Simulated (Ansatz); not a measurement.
System: C$_{7}$H$_{9}$F$_{9}$O$_{4}$Si (SMILES CO[Si](OCC(F)(F)F)(OCC(F)(F)F)OCC(F)(F)F).

Input file:

```
crystal:
  periodic: [false, false, false]
  atoms:
    - {symbol: C, position_ang: [-1.280261, 2.312163, 1.230672]}
    - {symbol: O, position_ang: [-0.576395, 1.785047, 0.120117]}
    - {symbol: Si, position_ang: [-0.105943, 0.256860, -0.065560]}
    - {symbol: O, position_ang: [0.698004, -0.164072, 1.279230]}
    - {symbol: C, position_ang: [1.104475, -1.442831, 1.657920]}
    - {symbol: C, position_ang: [0.964588, -1.581101, 3.158200]}
    - {symbol: F, position_ang: [1.364927, -2.802615, 3.533902]}
    - {symbol: F, position_ang: [-0.300871, -1.424722, 3.555485]}
    - {symbol: F, position_ang: [1.705563, -0.687148, 3.814942]}
    - {symbol: O, position_ang: [0.768274, 0.196916, -1.440962]}
    - {symbol: C, position_ang: [1.716072, 1.130347, -1.863583]}
    - {symbol: C, position_ang: [3.115254, 0.581511, -1.677945]}
    - {symbol: F, position_ang: [4.012439, 1.475269, -2.107335]}
    - {symbol: F, position_ang: [3.302620, -0.549846, -2.360835]}
    - {symbol: F, position_ang: [3.379830, 0.319880, -0.392565]}
    - {symbol: O, position_ang: [-1.273948, -0.863940, -0.253470]}
    - {symbol: C, position_ang: [-1.976253, -1.181067, -1.415534]}
    - {symbol: C, position_ang: [-3.305768, -0.456703, -1.461972]}
    - {symbol: F, position_ang: [-3.974283, -0.814350, -2.564480]}
    - {symbol: F, position_ang: [-4.069739, -0.742108, -0.406557]}
    - {symbol: F, position_ang: [-3.145672, 0.871079, -1.492847]}
    - {symbol: H, position_ang: [-2.320357, 1.976564, 1.218603]}
    - {symbol: H, position_ang: [-0.813734, 2.009891, 2.171710]}
    - {symbol: H, position_ang: [-1.259243, 3.399334, 1.154763]}
    - {symbol: H, position_ang: [2.155482, -1.608525, 1.403659]}
    - {symbol: H, position_ang: [0.495182, -2.228729, 1.200666]}
    - {symbol: H, position_ang: [1.581954, 1.331560, -2.929298]}
    - {symbol: H, position_ang: [1.649011, 2.075999, -1.317413]}
    - {symbol: H, position_ang: [-1.422651, -0.921834, -2.323110]}
    - {symbol: H, position_ang: [-2.188547, -2.252812, -1.426403]}
basis:
  gaussian: {orbitals: def2-TZVPP}
hamiltonian: {xc: pbe0, dispersion: d4}
output: {orbitals: {seedname: orbitals}}
```

Launched as:

```sh
ansatz run in.yaml --threads 11 --pin off --events-out ev --progress --plain --max-ram 120832MiB --backend cuda --devices 0, --max-vram 75GiB
```

Geometry: PBE0-D4/def2-TZVP.

Method: RKS PBE0-D4/def2-TZVPP (Ansatz).

**Predict the electron density and electron localisation function between the atoms.**

C–F (1.34 Å): ρ is about 2.4 e/Å³ halfway; the ELF peaks at about 0.85 between the atoms, as expected for a polar covalent bond.
C–C (1.51 Å): the density is about 1.8 e/Å³ at the midpoint; the ELF peaks at about 1 between the atoms (a shared electron pair).
C–H (1.09 Å): ρ is about 2.1 e/Å³ halfway; the ELF climbs to about 1 towards the hydrogen, as it does in any bond to H (a covalent bond by its length).

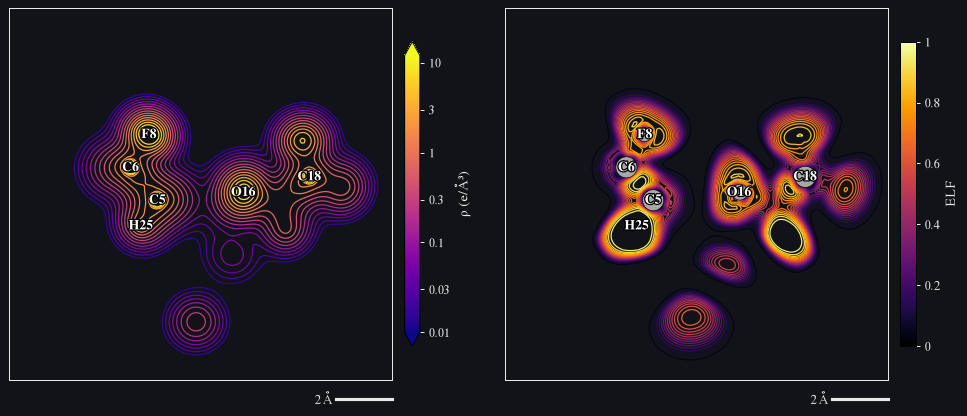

Computed electron density and electron localisation function on the plane of atoms C6, C5 and H25, in this order. Grey discs cover the atomic cores in the ELF map. 
